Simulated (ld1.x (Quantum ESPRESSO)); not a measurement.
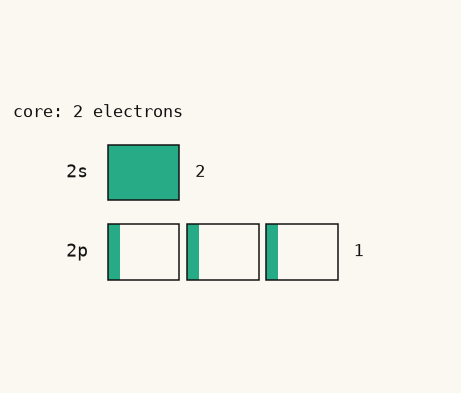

Figure 1. The valence shells of the reference configuration: a box for each of the 2l + 1 orbitals, shaded by the share of the shell that is filled, with the electron count at the right.

**Run report: B, pseudopotential generation (part 1 of 2)**

System: boron (B, Z = 5), core [He], reference valence 2s2 2p1, valence charge 3.
Method: ultrasoft potential, LDA (PZ), non-relativistic, made with ld1.x (Quantum ESPRESSO) 7.5.

## Input file
```
 &input
   title='B', zed=5., rel=0, dft='PZ', iswitch=3,
   config='[He] 2s2 2p1',
   nld=2, rlderiv=2.25, eminld=-3.0, emaxld=5.0, deld=0.02
 /
 &inputp
   pseudotype=3, tm=.true., lloc=-2, rcloc=1.05,
   nlcc=.true., new_core_ps=.true., rcore=0.65,
   which_augfun='PSQ', rmatch_augfun=1.10,
   file_pseudopw='B.UPF', file_wfcaegen='ae.wfc', file_wfcncgen='nc.wfc', file_beta='beta', file_chi='chi', file_wfcusgen='us.wfc'
 /
4
2S  1  0   2.00   0.00  1.06  1.12  0.0
2S  1  0   0.00  -0.20  1.06  1.12  0.0
2P  2  1   1.00   0.00  1.55  2.05  0.0
2P  2  1   0.00   1.15  1.55  2.05  0.0
 &test
   configts(1)='2s2 2p1'
 /
```

## Input of the test run
```
 &input
   title='B', zed=5., rel=0, dft='PZ', iswitch=2,
   config='[He] 2s2 2p1'
 /
 &test
   file_pseudo='B.UPF', nconf=10,
   configts(1)='2s2 2p1',
   configts(2)='2s2 2p0',
   configts(3)='2s1 2p0',
   configts(4)='2s2 2p0.5',
   configts(5)='2s0 2p3',
   configts(6)='2s1 2p1',
   configts(7)='2s2 2p1.3',
   configts(8)='2s1 2p2',
   configts(9)='2s2 2p1', lsdts(9)=1,
   configts(10)='2s1 2p0', lsdts(10)=1
 /
```

Hardware: 1 CPU thread, shared host.

Run as:
```bash
ld1.x < B.in > B.out
```

## Log
```
     Program LD1 v.7.5
     --------------------------- All-electron run ----------------------------

     B

     atomic number is  5.00
     dft =PZ   lsd =0 sic =0 latt =0  beta=0.20 tr2=1.0E-14
     Exchange-correlation= PZ
                           (   1   1   0   0   0   0   0)
     mesh =1059 r(mesh) = 101.04461 a.u. xmin = -7.00 dx = 0.01250
     1 Ry =  13.60569312 eV

     n l     nl                  e(Ry)          e(Ha)          e(eV)
     1 0     1S 1( 2.00)       -13.1278        -6.5639      -178.6127
     2 0     2S 1( 2.00)        -0.6898        -0.3449        -9.3855
     2 1     2P 1( 1.00)        -0.2736        -0.1368        -3.7223

     final scf error:  2.8E-15 reached in  32 iterations

     Etot =     -48.686382 Ry,     -24.343191 Ha,    -662.411972 eV

     Ekin =      48.320163 Ry,      24.160081 Ha,     657.429307 eV
     Encl =    -112.965417 Ry,     -56.482708 Ha,   -1536.972792 eV
     Eh   =      23.003832 Ry,      11.501916 Ha,     312.983083 eV
     Exc  =      -7.044960 Ry,      -3.522480 Ha,     -95.851570 eV

     normalization and overlap integrals

     s(1S/1S) =  1.000000  <r> =   0.3323  <r2> =    0.1501  r(max) =   0.2129
     s(2S/2S) =  1.000000  <r> =   1.9660  <r2> =    4.6732  r(max) =   1.5152
     s(2P/2P) =  1.000000  <r> =   2.2889  <r2> =    6.7995  r(max) =   1.5536

     ------------------------ End of All-electron run ------------------------

     --------------------- Generating US pseudopotential ---------------------

      Generating local potential from pseudized AE potential:
      Matching radius rcloc =   1.0500
      Enforcing V''(0)=0 (lloc=-2)

      Local pseudo, rcloc= 1.041 Estimated cut-off energy=    27.09 Ry

      Computing core charge for nlcc:

       r > 0.66 : true rho core
      Core charge pseudized with two Bessel functions
      Integrated core pseudo-charge :   1.11
      Wfc-us  2S rcutus= 1.123  Estimated cut-off energy=    32.83 Ry
      Wfc-us  2S rcutus= 1.123  Estimated cut-off energy=    33.44 Ry
      Wfc-us  2P rcutus= 2.045  Estimated cut-off energy=    18.29 Ry
      Wfc-us  2P rcutus= 2.045  Estimated cut-off energy=    29.62 Ry

     Q pseudized with Bessel functions
     Expected ecutrho=     207.1604 due to l1=  1   l2=  1

     ------------------- End of pseudopotential generation -------------------

     --------------------------- All-electron run ----------------------------

     B

     atomic number is  5.00
     dft =PZ   lsd =0 sic =0 latt =0  beta=0.20 tr2=1.0E-14
     Exchange-correlation= PZ
                           (   1   1   0   0   0   0   0)
     mesh =1059 r(mesh) = 101.04461 a.u. xmin = -7.00 dx = 0.01250
     1 Ry =  13.60569312 eV

     n l     nl                  e(Ry)          e(Ha)          e(eV)
     1 0     1S 1( 2.00)       -13.1278        -6.5639      -178.6127
     2 0     2S 1( 2.00)        -0.6898        -0.3449        -9.3855
     2 1     2P 1( 1.00)        -0.2736        -0.1368        -3.7223

     final scf error:  2.8E-15 reached in  32 iterations

     Etot =     -48.686382 Ry,     -24.343191 Ha,    -662.411972 eV

     Ekin =      48.320163 Ry,      24.160081 Ha,     657.429307 eV
     Encl =    -112.965417 Ry,     -56.482708 Ha,   -1536.972792 eV
     Eh   =      23.003832 Ry,      11.501916 Ha,     312.983083 eV
     Exc  =      -7.044960 Ry,      -3.522480 Ha,     -95.851570 eV

     normalization and overlap integrals

     s(1S/1S) =  1.000000  <r> =   0.3323  <r2> =    0.1501  r(max) =   0.2129
     s(2S/2S) =  1.000000  <r> =   1.9660  <r2> =    4.6732  r(max) =   1.5152
     s(2P/2P) =  1.000000  <r> =   2.2889  <r2> =    6.7995  r(max) =   1.5536

     ------------------------ End of All-electron run ------------------------

     Computing logarithmic derivative in   2.24641
     Computing logarithmic derivative in   2.24641
     Computing the partial wave expansion
     R is outside the sphere for l=    0 j= 0.00
     R is outside the sphere for l=    0 j= 0.00
     R is outside the sphere for l=    1 j= 0.00
     R is outside the sphere for l=    1 j= 0.00

     ---------------------- Testing the pseudopotential ----------------------

     B

     atomic number is  5.00   valence charge is  3.00
     dft =PZ   lsd =0 sic =0 latt =0  beta=0.20 tr2=1.0E-14
     mesh =1059 r(mesh) = 101.04461 xmin = -7.00 dx = 0.01250

     n l     nl             e AE (Ry)        e PS (Ry)    De AE-PS (Ry)
     1 0     2S   1( 2.00)       -0.68982       -0.68982        0.00000
     2 1     2P   1( 1.00)       -0.27358       -0.27358        0.00000

     eps = 1.3E-24  iter =  1

     Etot =     -48.686382 Ry,     -24.343191 Ha,    -662.411972 eV
     Etotps =    -6.984913 Ry,      -3.492456 Ha,     -95.034580 eV

     Ekin =       2.219211 Ry,       1.109605 Ha,      30.193898 eV
     Encl =     -10.677027 Ry,      -5.338514 Ha,    -145.268354 eV
     Ehrt =       3.980472 Ry,       1.990236 Ha,      54.157081 eV
     Ecxc =      -3.504293 Ry,      -1.752147 Ha,     -47.678338 eV
     (Ecc =      -1.783546 Ry,      -0.891773 Ha,     -24.266385 eV)
     Epseu=       0.996725 Ry,       0.498362 Ha,      13.561132 eV

     ---------------------- End of pseudopotential test ----------------------
```

## Output of the test run (extracts)
```
     ---------------------- Testing the pseudopotential ----------------------

     B

     atomic number is  5.00   valence charge is  3.00
     dft =PZ   lsd =0 sic =0 latt =0  beta=0.20 tr2=1.0E-14
     mesh =1059 r(mesh) = 101.04461 xmin = -7.00 dx = 0.01250

     n l     nl             e AE (Ry)        e PS (Ry)    De AE-PS (Ry)
     1 0     2S   1( 2.00)       -0.68982       -0.68982        0.00000
     2 1     2P   1( 1.00)       -0.27358       -0.27358        0.00000

     eps = 1.0E-24  iter =  1

     Etot =     -48.686382 Ry,     -24.343191 Ha,    -662.411972 eV
     Etotps =    -6.984913 Ry,      -3.492456 Ha,     -95.034580 eV

     Ekin =       2.219211 Ry,       1.109605 Ha,      30.193898 eV
     Encl =     -10.677027 Ry,      -5.338514 Ha,    -145.268354 eV
     Ehrt =       3.980472 Ry,       1.990236 Ha,      54.157081 eV
     Ecxc =      -3.504293 Ry,      -1.752147 Ha,     -47.678338 eV
     (Ecc =      -1.783546 Ry,      -0.891773 Ha,     -24.266385 eV)
     Epseu=       0.996725 Ry,       0.498362 Ha,      13.561132 eV

     ---------------------- End of pseudopotential test ----------------------

     ---------------------- Testing the pseudopotential ----------------------

     B

     atomic number is  5.00   valence charge is  3.00
     dft =PZ   lsd =0 sic =0 latt =0  beta=0.20 tr2=1.0E-14
     mesh =1059 r(mesh) = 101.04461 xmin = -7.00 dx = 0.01250

     n l     nl             e AE (Ry)        e PS (Ry)    De AE-PS (Ry)
     1 0     2S   1( 2.00)       -1.42673       -1.42706        0.00033
     2 1     2P   1( 0.00)       -0.98950       -0.98976        0.00026

     eps = 3.8E-16  iter =  6

     Etot =     -48.074221 Ry,     -24.037111 Ha,    -654.083104 eV
     Etotps =    -6.372683 Ry,      -3.186342 Ha,     -86.704771 eV
     dEtot_ae =       0.612160 Ry
     dEtot_ps =       0.612230 Ry,   Delta E=      -0.000069 Ry

     Ekin =       1.371557 Ry,       0.685779 Ha,      18.660987 eV
     Encl =      -7.789816 Ry,      -3.894908 Ha,    -105.985842 eV
     Ehrt =       2.020111 Ry,       1.010055 Ha,      27.485004 eV
     Ecxc =      -2.963779 Ry,      -1.481890 Ha,     -40.324271 eV
     (Ecc =      -1.783546 Ry,      -0.891773 Ha,     -24.266385 eV)
     Epseu=       0.989244 Ry,       0.494622 Ha,      13.459350 eV

     ---------------------- End of pseudopotential test ----------------------

     ---------------------- Testing the pseudopotential ----------------------

     B

     atomic number is  5.00   valence charge is  3.00
     dft =PZ   lsd =0 sic =0 latt =0  beta=0.20 tr2=1.0E-14
     mesh =1059 r(mesh) = 101.04461 xmin = -7.00 dx = 0.01250

     n l     nl             e AE (Ry)        e PS (Ry)    De AE-PS (Ry)
     1 0     2S   1( 1.00)       -2.30279       -2.30189       -0.00090
     2 1     2P   1( 0.00)       -1.87551       -1.87610        0.00059

     eps = 9.3E-15  iter =  4

     Etot =     -46.214891 Ry,     -23.107446 Ha,    -628.785630 eV
     Etotps =    -4.513508 Ry,      -2.256754 Ha,     -61.409405 eV
     dEtot_ae =       2.471491 Ry
     dEtot_ps =       2.471405 Ry,   Delta E=       0.000086 Ry

     Ekin =       0.813234 Ry,       0.406617 Ha,      11.064614 eV
     Encl =      -4.147850 Ry,      -2.073925 Ha,     -56.434379 eV
     Ehrt =       0.546165 Ry,       0.273082 Ha,       7.430948 eV
     Ecxc =      -2.330825 Ry,      -1.165413 Ha,     -31.712493 eV
     (Ecc =      -1.783546 Ry,      -0.891773 Ha,     -24.266385 eV)
     Epseu=       0.605769 Ry,       0.302884 Ha,       8.241905 eV

     ---------------------- End of pseudopotential test ----------------------

     ---------------------- Testing the pseudopotential ----------------------

     B

     atomic number is  5.00   valence charge is  3.00
     dft =PZ   lsd =0 sic =0 latt =0  beta=0.20 tr2=1.0E-14
     mesh =1059 r(mesh) = 101.04461 xmin = -7.00 dx = 0.01250

     n l     nl             e AE (Ry)        e PS (Ry)    De AE-PS (Ry)
     1 0     2S   1( 2.00)       -1.03296       -1.03307        0.00011
     2 1     2P   1( 0.50)       -0.60252       -0.60255        0.00004

     eps = 6.7E-15  iter =  5

     Etot =     -48.470002 Ry,     -24.235001 Ha,    -659.467977 eV
     Etotps =    -6.768529 Ry,      -3.384264 Ha,     -92.090522 eV
     dEtot_ae =       0.216380 Ry
     dEtot_ps =       0.216384 Ry,   Delta E=      -0.000005 Ry

     Ekin =       1.878757 Ry,       0.939379 Ha,      25.561793 eV
     Encl =      -9.377109 Ry,      -4.688554 Ha,    -127.582064 eV
     Ehrt =       2.980550 Ry,       1.490275 Ha,      40.552450 eV
     Ecxc =      -3.256736 Ry,      -1.628368 Ha,     -44.310150 eV
     (Ecc =      -1.783546 Ry,      -0.891773 Ha,     -24.266385 eV)
     Epseu=       1.006009 Ry,       0.503004 Ha,      13.687449 eV

     ---------------------- End of pseudopotential test ----------------------

     ---------------------- Testing the pseudopotential ----------------------

     B

     atomic number is  5.00   valence charge is  3.00
     dft =PZ   lsd =0 sic =0 latt =0  beta=0.20 tr2=1.0E-14
     mesh =1059 r(mesh) = 101.04461 xmin = -7.00 dx = 0.01250

     n l     nl             e AE (Ry)        e PS (Ry)    De AE-PS (Ry)
     1 0     2S   1( 0.00)       -0.75241       -0.75079       -0.00162
     2 1     2P   1( 3.00)       -0.33189       -0.33187       -0.00002

     eps = 2.4E-16  iter =  9

     Etot =     -47.849361 Ry,     -23.924680 Ha,    -651.023717 eV
     Etotps =    -6.149456 Ry,      -3.074728 Ha,     -83.667612 eV
     dEtot_ae =       0.837021 Ry
     dEtot_ps =       0.835457 Ry,   Delta E=       0.001564 Ry

     Ekin =       3.409135 Ry,       1.704567 Ha,      46.383644 eV
     Encl =     -10.492528 Ry,      -5.246264 Ha,    -142.758115 eV
     Ehrt =       3.772014 Ry,       1.886007 Ha,      51.320865 eV
     Ecxc =      -3.435004 Ry,      -1.717502 Ha,     -46.735608 eV
     (Ecc =      -1.783546 Ry,      -0.891773 Ha,     -24.266385 eV)
     Epseu=       0.596927 Ry,       0.298463 Ha,       8.121602 eV

     ---------------------- End of pseudopotential test ----------------------

     ---------------------- Testing the pseudopotential ----------------------

     B

     atomic number is  5.00   valence charge is  3.00
     dft =PZ   lsd =0 sic =0 latt =0  beta=0.20 tr2=1.0E-14
     mesh =1059 r(mesh) = 101.04461 xmin = -7.00 dx = 0.01250

     n l     nl             e AE (Ry)        e PS (Ry)    De AE-PS (Ry)
     1 0     2S   1( 1.00)       -1.43249       -1.43166       -0.00083
     2 1     2P   1( 1.00)       -0.99522       -0.99528        0.00005

     eps = 5.3E-17  iter =  7

     Etot =     -47.636984 Ry,     -23.818492 Ha,    -648.134180 eV
     Etotps =    -5.935849 Ry,      -2.967924 Ha,     -80.761338 eV
     dEtot_ae =       1.049398 Ry
     dEtot_ps =       1.049064 Ry,   Delta E=       0.000334 Ry

     Ekin =       2.120708 Ry,       1.060354 Ha,      28.853700 eV
     Encl =      -7.867755 Ry,      -3.933878 Ha,    -107.046263 eV
     Ehrt =       1.999607 Ry,       0.999803 Ha,      27.206036 eV
     Ecxc =      -2.960520 Ry,      -1.480260 Ha,     -40.279923 eV
     (Ecc =      -1.783546 Ry,      -0.891773 Ha,     -24.266385 eV)
     Epseu=       0.772111 Ry,       0.386056 Ha,      10.505112 eV

     ---------------------- End of pseudopotential test ----------------------
```

(Continued in part 2.) Outcome of the run: generated.
